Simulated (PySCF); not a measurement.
```yaml
atoms:
  - { symbol: C, position_ang: [-3.0750, 0.4600, 0.0018] }
  - { symbol: C, position_ang: [-1.9679, -0.5526, 0.1015] }
  - { symbol: O, position_ang: [-2.1266, -1.7335, 0.2568] }
  - { symbol: O, position_ang: [-0.7661, -0.0030, -0.0002] }
  - { symbol: Si, position_ang: [0.6221, -0.8985, 0.0747] }
  - { symbol: O, position_ang: [1.7282, 0.2532, -0.1007] }
  - { symbol: Si, position_ang: [3.2503, 0.8054, -0.2114] }
  - { symbol: H, position_ang: [-4.0385, -0.0321, 0.0914] }
  - { symbol: H, position_ang: [-2.9568, 1.1979, 0.7920] }
  - { symbol: H, position_ang: [-3.0035, 0.9754, -0.9533] }
  - { symbol: H, position_ang: [0.6799, -1.8109, -1.0557] }
  - { symbol: H, position_ang: [0.7468, -1.5030, 1.3909] }
  - { symbol: H, position_ang: [3.8747, 0.1512, -1.3596] }
  - { symbol: H, position_ang: [3.9374, 0.4538, 1.0297] }
  - { symbol: H, position_ang: [3.0906, 2.2446, -0.3891] }
```

Geometry: GFN2-xTB.

Theory: PBE0/pcSseg-1, SCF density, gas phase, non-relativistic in PySCF 2.14.0.

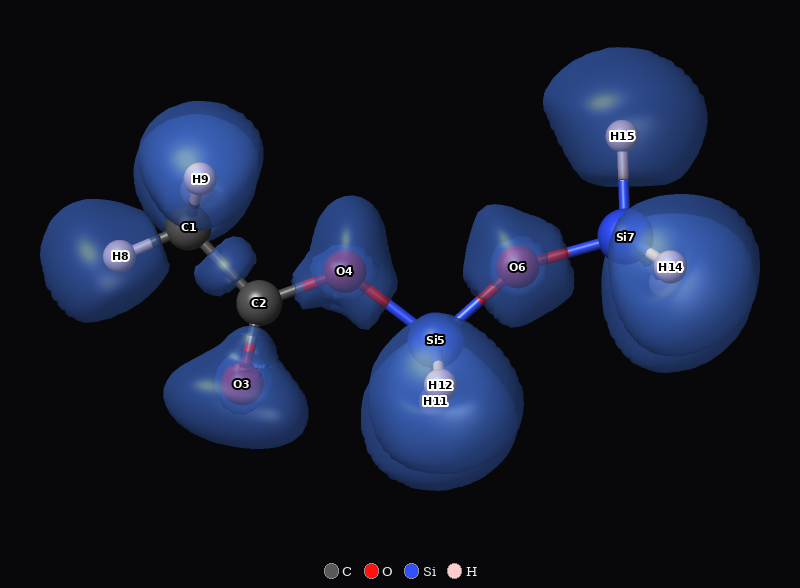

C2H8O3Si2 (SMILES CC(=O)O[SiH2]O[SiH3]). Isosurface of the ELF at 0.75 (blue), seen across its widest extent. Core shells and regions of very low density are left out.

> Where are the electrons localised?

At this value the surface marks out one region between bonded C–C atoms (shared pairs), eight regions around hydrogen nuclei and three regions on O in which the atom's valence shell and bonds are merged.

Values along the shortest contacts:
C–O (1.20 Å): the ELF peaks at about 0.85 between the atoms; a short, multiple covalent bond. C–C (1.50 Å): the ELF peaks at about 0.95 between the atoms, as expected for a shared electron pair.
